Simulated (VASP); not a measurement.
Band structure of PbTe (rock salt). Computed with PW91 GGA, VASP's PBE PAW potentials (set 64) (plane waves; VASP 6.6.1).

Unless said otherwise, spin-orbit coupling is left out, though it shifts the bands of the heavy elements here.

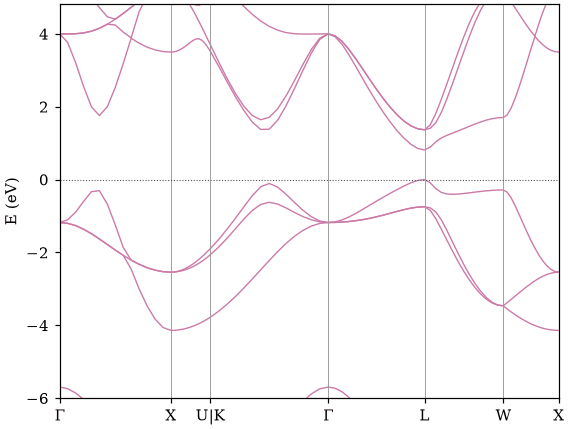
Figure. Bands along high-symmetry lines, zero at the valence-band maximum or, without a gap, the Fermi level

Q: Read the plot: is there a gap, and where are the band edges?

A: The gap is direct, 0.81 eV, from the valence maximum at L to the conduction minimum at L. (Edges off the drawn lines would not show.)

The compound is PbTe in the rock salt structure. It was relaxed first.
